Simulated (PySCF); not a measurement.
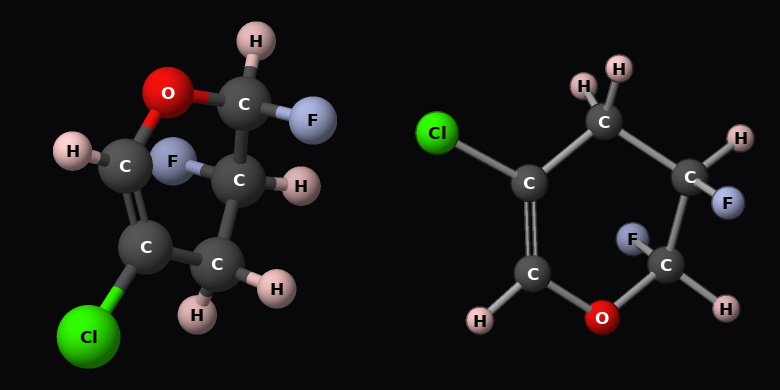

The same structure drawn twice, from different directions.

The computed structure is the end point of a PBE0-D3(BJ)/def2-SVP optimisation. No frequency run is at hand to confirm it as a minimum.

What does the picture show?

The molecule is C5H5ClF2O. SMILES: `F[C@@H]1CC(Cl)=CO[C@H]1F`. Independent rings (smallest set): 1 of 6 members. Among its groups: ether, alkene, C–F bond, C–Cl bond. The point group is C1. Coordination: 3 C tetrahedral; 2 C trigonal planar; 1 O bent.

More results for the same structure follow; atom numbers are the same in all pictures, views and colours differ.

Ring current

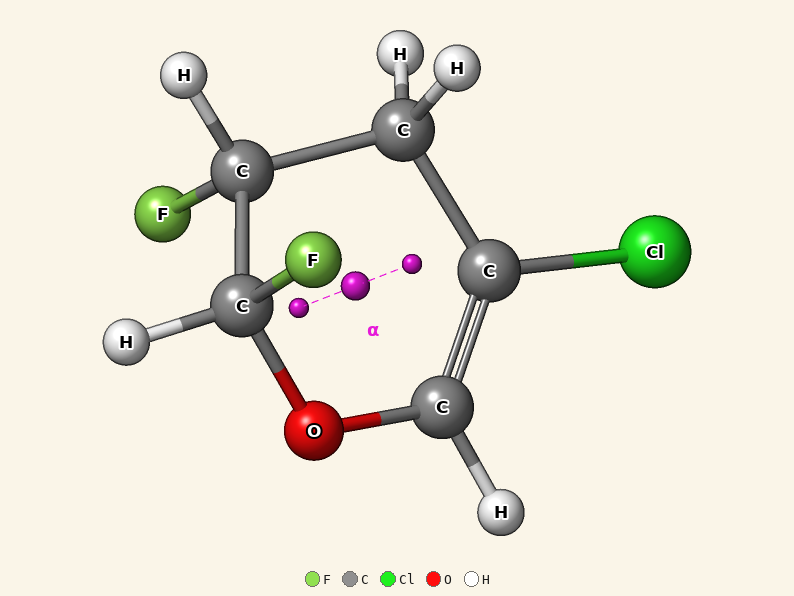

The small points mark where nucleus-independent chemical shifts (NICS) were computed: at the centre of each lettered ring and 1 Å above and below it. No frequency run is at hand to confirm it as a minimum. Properties computed with GIAO PBE0/pcSseg-1 NMR shielding, non-relativistic, IEF-PCM acetone (PySCF 2.14.0).

Give NICS(0), NICS(1) and the out-of-plane component NICS(1)zz for each ring (means of the two sides).

| ring | members | NICS(0) | NICS(1) | NICS(1)zz |
| --- | --- | --- | --- | --- |
| α | C5O | −1.5 | −2.0 | 0.2 |

Values in ppm.

What do the values say about the ring currents?

Ring α: weak, as in a non-aromatic ring. NICS is one index among several.

Excitation

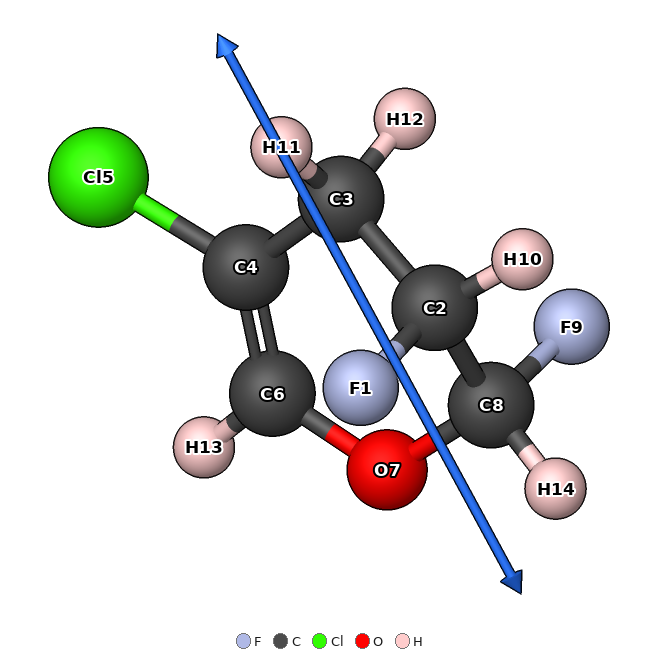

The double arrow shows the direction of the transition dipole to excited singlet state 2 (its length means nothing). No frequency run is at hand to confirm it as a minimum. Properties computed with TDDFT PBE0/def2-SVPD, vertical, gas phase, core orbitals frozen in the response (PySCF 2.14.0).

Where does the transition lie, and how strong is it?

6.25 eV (198 nm), oscillator strength 0.21, mainly HOMO → LUMO (weight 0.92); transition dipole 2.97 D.

NMR shielding

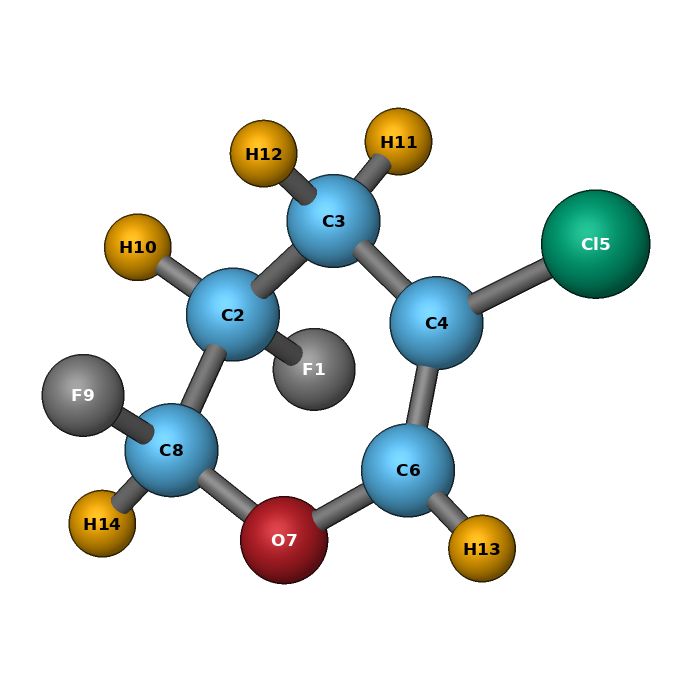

No frequency run is at hand to confirm it as a minimum. Level of theory: GIAO PBE0/pcSseg-1 NMR shielding, non-relativistic, IEF-PCM acetone (PySCF 2.14.0). Principal shieldings σ11 ≤ σ22 ≤ σ33, span Ω = σ33 − σ11, skew κ = 3(σiso − σ22)/Ω.

Give the shielding tensors of the O atoms.

```csv
atom,σ11,σ22,σ33,σiso,Ω,κ
O7,123.2,140.8,307.5,190.5,184.3,0.81
```

Shieldings and span in ppm.
